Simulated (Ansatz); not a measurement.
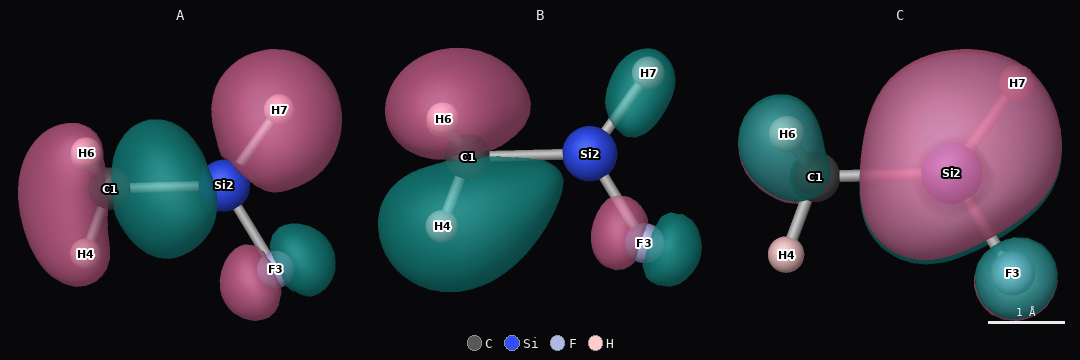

Figure 1: CH₄FSi (charge +1). Three frontier orbitals at ±0.1 Å⁻³ᐟ² (teal and pink are the two phases), in no order.

Geometry: PBE0-D4/def2-TZVP.

Computed with RKS PBE0-D4/def2-TZVPP in Ansatz.

```yaml
atoms:
  - { symbol: C, position_ang: [-0.7043, 0.4014, -0.2528] }
  - { symbol: Si, position_ang: [0.8001, -0.4283, 0.2808] }
  - { symbol: F, position_ang: [0.7723, -1.9378, 0.6060] }
  - { symbol: H, position_ang: [-1.5527, -0.2839, -0.3038] }
  - { symbol: H, position_ang: [-0.5261, 0.8593, -1.2354] }
  - { symbol: H, position_ang: [-0.9210, 1.2226, 0.4442] }
  - { symbol: H, position_ang: [2.1316, 0.1667, 0.4612] }
```

Order the three orbitals by energy and name them.

Answer. B is the HOMO−1 (−17.87 eV). It lies mainly on C1 (about 45 %), H4 (about 20 %), H6 (about 10 %) and H5 (about 10 %). A is the HOMO (−16.48 eV). By Hirshfeld shares it lies mainly on C1 (about 35 %), Si2 (about 30 %), H7 (about 20 %) and F3 (about 10 %). C is the LUMO (−8.60 eV). Its weight (Hirshfeld) is mainly on Si2 (about 75 %), F3 (about 10 %) and C1 (about 5 %).

What is the HOMO–LUMO gap?

Answer. 7.88 eV between the orbital energies.
